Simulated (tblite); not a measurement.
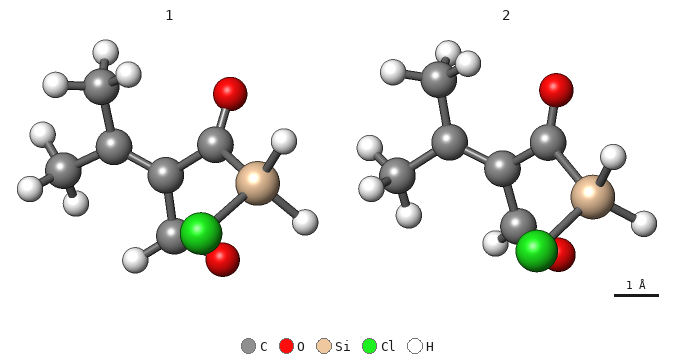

Two geometries of C6H9ClO2Si, drawn at one scale. One is the start of a relaxation, the other its converged end. The picture is a ball-and-stick view, seen at a tilt.

All numbers below come from GFN2-xTB geometry optimisation, gas phase (tblite). 

Question: Which geometry has the lower energy?

Answer: Structure 2 is the relaxed one. The energy falls by 37.5 kJ/mol in 140 geometry steps. The atom that moves furthest after the best rigid fit is an H atom (0.85 Å). Largest moves by element: H 0.85 Å, O 0.60 Å, Cl 0.49 Å, C 0.34 Å, Si 0.34 Å. Some distances before and after: O–Si 3.204 → 2.459 Å, C–Si 1.893 → 1.939 Å, Cl–Si 2.059 → 2.020 Å, C–C 1.477 → 1.441 Å. Among the angles between lasting bonds that change: C–Si–H 112.2° → 99.7°, Cl–Si–H 107.7° → 117.0°, C–C–C 118.9° → 112.0°. Groups turn about C–C by about 30°, C–C by about 20°. The run took 2.6 s on 1 thread of Arm Neoverse N1, on a shared host.
